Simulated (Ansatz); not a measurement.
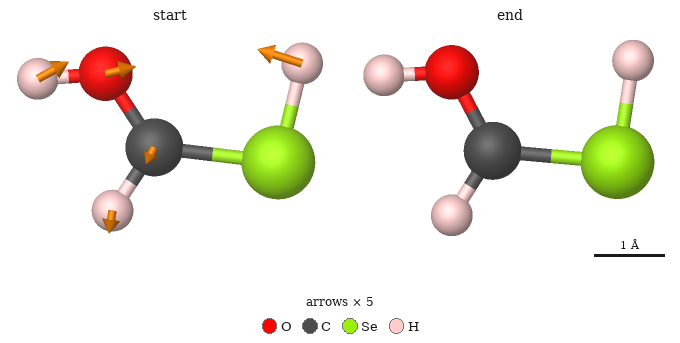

The structure of CH$_{3}$OSe (charge +1) before (left) and after (right) a relaxation, at one scale. The orange arrows give the displacements, magnified 5 times.

A ball-and-stick model, seen face on.

The run prepares an end point of a later path (torsion) calculation, from a guessed geometry.

Computed with RKS PBE0/def2-SVPD (Ansatz 0.2.0). Settings: no spin polarisation; force threshold 0.015 eV/Å; at most 40 steps.

Q: Summarise the run.

A: Over 5 accepted moves (6 points after the start) the energy falls by 10.2 kJ/mol. Largest force component: 1.2 eV/Å at the start, 0.0014 eV/Å at the end. The line search rejected the trial step at point 2 of the run. The largest move after the best rigid fit is that of an H atom, 0.14 Å. By element the largest moves are H 0.14 Å, O 0.09 Å, C 0.05 Å, Se 0.01 Å. Some distances before and after: H–Se 1.466 → 1.480 Å, C–H 1.092 → 1.100 Å, C–Se 1.798 → 1.804 Å. Among the angles between lasting bonds that change: O–C–Se 130.5° → 122.8°, O–C–H 113.0° → 120.1°, C–O–H 119.3° → 115.0°.
